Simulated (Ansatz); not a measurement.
**AlCl₂FH₂···HF: density, localisation and related maps**

```xyz
8

Al   -0.7417   -0.3628   -0.5736
H     0.2153    0.9258   -0.8664
Cl   -0.3269   -2.0057   -1.7912
Cl   -2.7061    0.1467   -0.0892
H     0.8060   -0.0782    1.2216
F     0.0796   -0.7663    1.0842
H     1.0906    1.1384    0.0809
F     1.5832    1.0020    0.9336
```

The reactant side of a reaction path; geometry: PBE0-D4/def2-TZVP.

Computed with RKS PBE0-D4/def2-TZVPP (Ansatz).

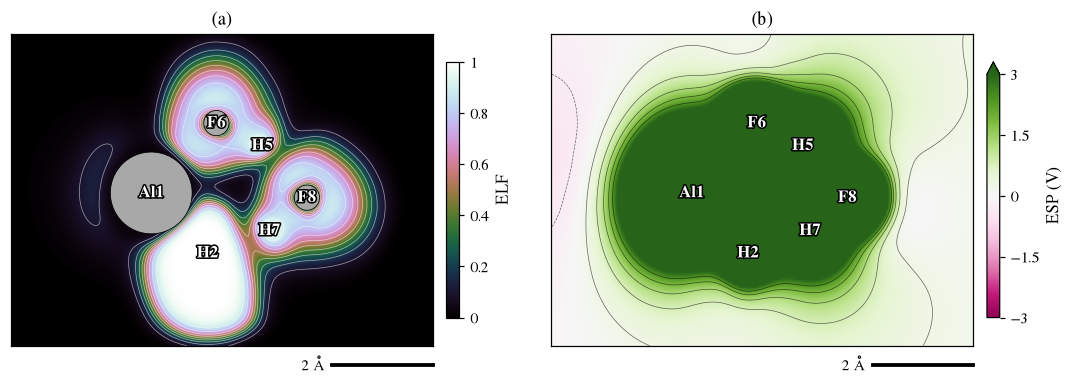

Figure 1. (a) electron localisation function; (b) electrostatic potential on the plane of atoms Al1, F6 and H5. Grey discs cover the atomic cores in the ELF map.

Q: Interpret the plot.

A: Atoms in the plane: Al, H and F.
F8···H5 (1.36 Å): the ELF peaks at about 0.85 between the atoms.
Al–F (1.89 Å): the ELF peaks at about 0.85 in the valence shell of F, 0.6 Å from its nucleus, and is about 0.35 at the midpoint.
F–H (0.99 Å): the ELF climbs to about 0.95 towards the hydrogen, as it does in any bond to H; a covalent bond by its length.
Al–H (1.63 Å): the ELF climbs to about 1 towards the hydrogen.
The ELF also peaks beside F8 and F6, away from the bonds: lone-pair regions.
Outside the dense part of the complex the potential is most negative (−0.4 V) near Cl4, which lies off the plane.

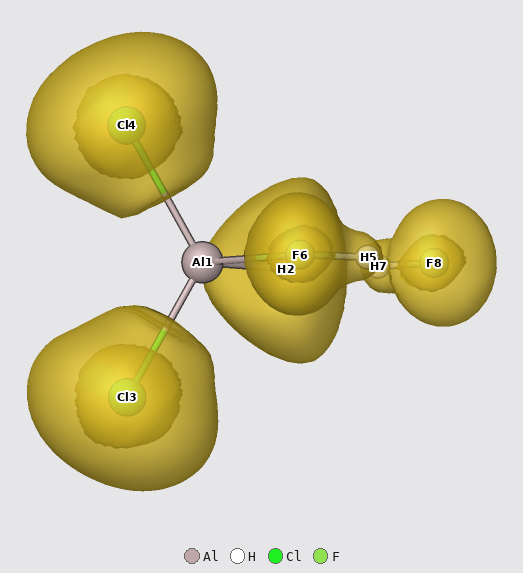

Figure 2. Isosurface of the ELF at 0.75 (yellow), seen at a tilt. Core shells and regions of very low density are left out.

Q: Where are the electrons localised?

A: The surface consists of one region around a hydrogen nucleus, two regions on Cl in which the atom's valence shell and bonds are merged and two joined regions spread over several atoms (F, H), in which their bonds and any lone pairs are merged.

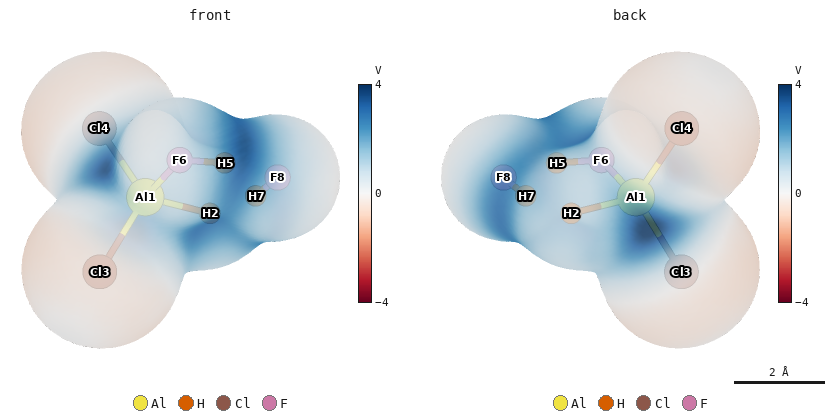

Figure 3. The molecular electrostatic potential painted on the density surface at 0.004 e/bohr³, seen from the front and from behind; the colour scale runs from red (negative) to blue (positive).

Q: Which sites attract a positive test charge, and which a negative one?

A: A positive charge is drawn to the negative regions and a negative charge to the positive ones. The most negative region (about −0.5 V, or −12 kcal/mol for a unit charge) lies over Cl3 and Cl4, the most positive (about +3.6 V, or +83 kcal/mol for a unit charge) over Al1 and H5.
